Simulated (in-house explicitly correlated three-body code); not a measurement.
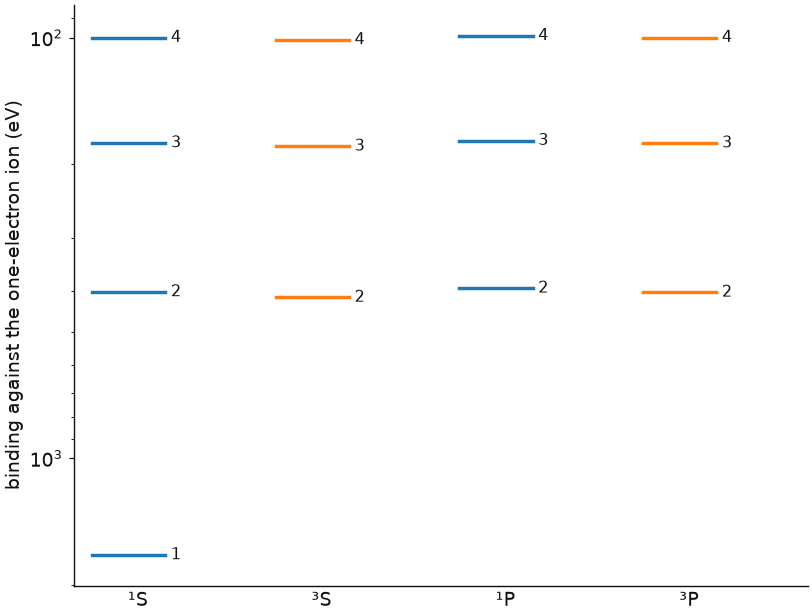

Two electrons around a point charge Z = 11.8. Computed variationally in 260 exponentially correlated functions with an in-house code, non-relativistic, converged to about 10⁻⁸ of the energy. The plot shows the bound S and P states that converged, by term and principal number n, on a logarithmic scale of binding.

Question: How do singlets and triplets lie?

Answer: The ground state is bound by 1698 eV. The n = 2 states drawn run, from the deepest, 2 ³S (414.6 eV), 2 ³P (403.2 eV), 2 ¹S (402.3 eV), 2 ¹P (394.4 eV). Exchange puts 2 ³S below 2 ¹S by 12.3 eV and 2 ³P below 2 ¹P by 8.78 eV. Quantum defects n − (Z − 1)/√(2 E(binding)): 2 ³S 0.043, 2 ³P 0.016, 2 ¹S 0.014, 2 ¹P −0.006.
